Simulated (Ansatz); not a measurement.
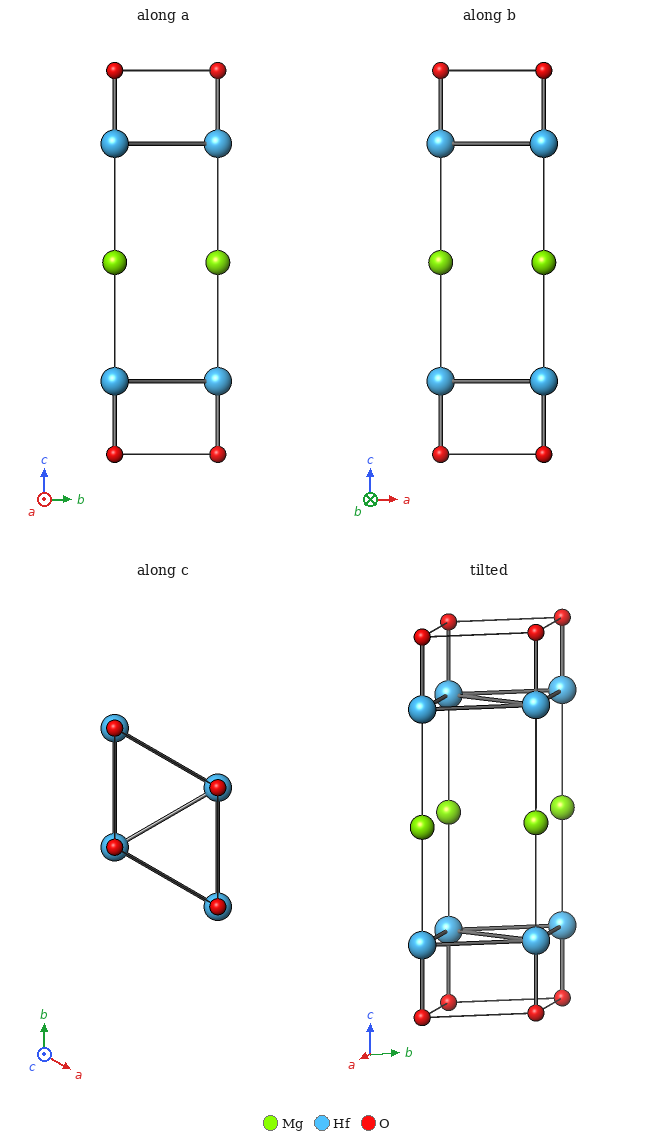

This ball-and-stick model is shown along the a axis, along the b axis, along the c axis and slightly off an axis. Thin lines show the conventional unit cell, with boundary atoms drawn in all their periodic places.

Lattice parameters: a = 3.1299 Å, b = 3.1299 Å, c = 10.0918 Å, α = 90.000°, β = 90.000°, γ = 120.000°.

Question: Write down what is shown as a CIF in P1 with every atom of the cell, with free fractional coordinates to two decimals.

Answer:
```cif
data_structure
_symmetry_space_group_name_H-M 'P 1'
_symmetry_Int_Tables_number 1
_cell_length_a 3.1299
_cell_length_b 3.1299
_cell_length_c 10.0918
_cell_angle_alpha 90.000
_cell_angle_beta 90.000
_cell_angle_gamma 120.000
_cell_volume 85.62
loop_
_atom_site_label
_atom_site_type_symbol
_atom_site_fract_x
_atom_site_fract_y
_atom_site_fract_z
_atom_site_occupancy
Mg1 Mg 0.00 0.00 0.50 1
Hf1 Hf 0.00 0.00 0.19 1
Hf2 Hf 0.00 0.00 0.81 1
O1 O 0.00 0.00 0.00 1
```

The cell started as a random cell made by a generator, so it need not be a real form of the compound. The final geometry of a relaxation with DFT PBE, scalar-relativistic, plane waves, PAW (Ansatz) is shown.
